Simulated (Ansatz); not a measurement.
Input file:

```
crystal:
  periodic: [false, false, false]
  atoms:
    - {symbol: Al, position_ang: [-0.630063, 0.201636, 0.585612]}
    - {symbol: H, position_ang: [-1.328943, 1.600560, 0.811171]}
    - {symbol: O, position_ang: [1.080687, 0.057763, 0.913427]}
    - {symbol: O, position_ang: [-1.614789, -1.172754, 0.753419]}
    - {symbol: H, position_ang: [-0.169973, 1.387135, -1.605973]}
    - {symbol: O, position_ang: [-0.155700, 0.453773, -1.349198]}
    - {symbol: O, position_ang: [1.182276, 0.044809, -1.637868]}
    - {symbol: H, position_ang: [1.455303, -0.469776, 1.615019]}
    - {symbol: H, position_ang: [-1.332829, -2.073186, 0.611739]}
    - {symbol: H, position_ang: [1.514031, -0.030059, -0.697347]}
basis:
  gaussian: {orbitals: def2-TZVPP}
hamiltonian: {xc: pbe0, dispersion: d4}
output: {orbitals: {seedname: orbitals}}
```

Command:

```sh
ansatz run in.yaml --threads 4 --pin off --events-out ev --progress --plain --max-ram 9574MiB
```

The reactant side of a reaction path; geometry: PBE0-D4/def2-TZVP.

These are results of Ansatz 0.2.0, RKS PBE0-D4/def2-TZVPP, not measurements.

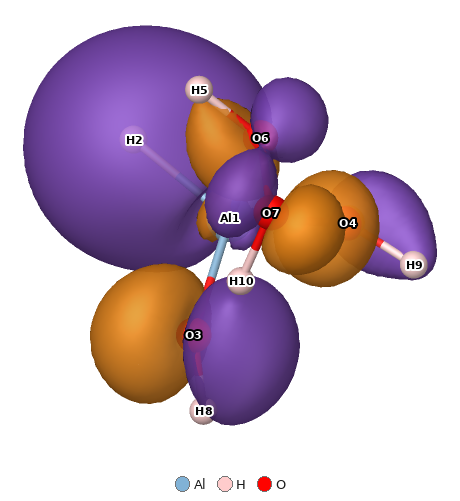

AlH5O4. The HOMO at ±0.08 Å⁻³ᐟ² (orange and purple are the two phases), seen at an oblique angle.

### Describe this orbital and give its energy.

By Hirshfeld shares it lies mainly on H2 (about 40 %), Al1 (about 25 %), O3 (about 15 %) and O4 (about 5 %). Its energy is −8.55 eV.
